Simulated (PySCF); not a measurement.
System: C₄H₁₃OPSi₂ (SMILES CC(=O)CP([SiH3])C[SiH3]).

Input file:

```
{"job": {"kind": "nmr", "xc": "PBE0", "basis": "pcSseg-1"}, "charge": 0, "multiplicity": 1}
C     -3.406339     0.845995     0.055978
C     -2.171414     0.175186     0.587341
O     -1.925679     0.107212     1.771591
C     -1.220484    -0.360462    -0.430432
P      0.398486     0.586204    -0.202816
Si     0.738529    -0.012264     1.946267
C      1.507412    -0.622214    -1.072832
Si     3.282728     0.042225    -1.255386
H     -3.971495     0.151461    -0.562692
H     -3.103582     1.684925    -0.568990
H     -4.027157     1.203551     0.873339
H     -1.013726    -1.416160    -0.235980
H     -1.585147    -0.235486    -1.451752
H      0.300358    -1.376087     2.240775
H      2.206928    -0.011533     2.073346
H      0.215349     1.029488     2.815243
H      1.086677    -0.771166    -2.070850
H      1.494331    -1.585988    -0.559613
H      3.912991     0.204882     0.053204
H      3.242572     1.321162    -1.963107
H      4.029741    -0.943987    -2.043104
```

Run with:

```sh
OMP_NUM_THREADS=1 python probes_run.py task.json out
```

Geometry: GFN2-xTB.

These are results of PBE0/pcSseg-1, SCF density, gas phase, non-relativistic in PySCF 2.14.0, not measurements.

### What will maps of the electron density and electron localisation function show?

C–O (1.21 Å): ρ is about 3.3 e/Å³ halfway; the ELF peaks at about 0.85 between the atoms; a short, multiple covalent bond.
C–C (1.49 Å): ρ at the midpoint is about 1.8 e/Å³; the ELF peaks at about 0.95 between the atoms, as expected for localised, covalent bonding.
C–H (1.09 Å): ρ at the midpoint is about 2 e/Å³; the ELF climbs to about 1 towards the hydrogen, as it does in any bond to H (a covalent bond by its length).

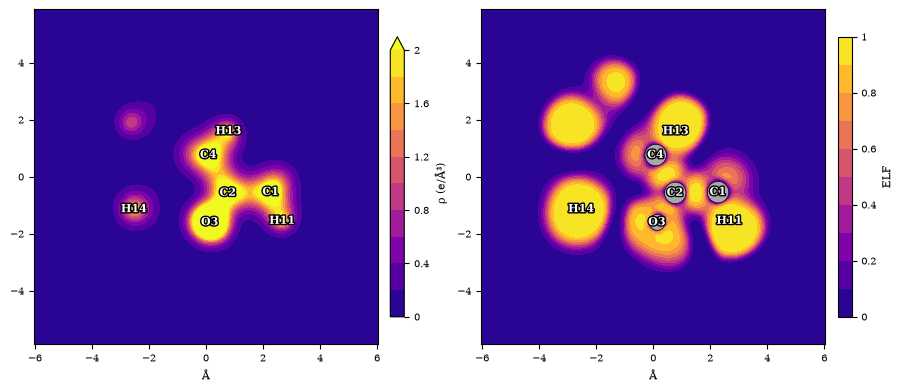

Computed electron density and electron localisation function on the plane of atoms C1, C2 and C4, in this order. Grey discs cover the atomic cores in the ELF map. 
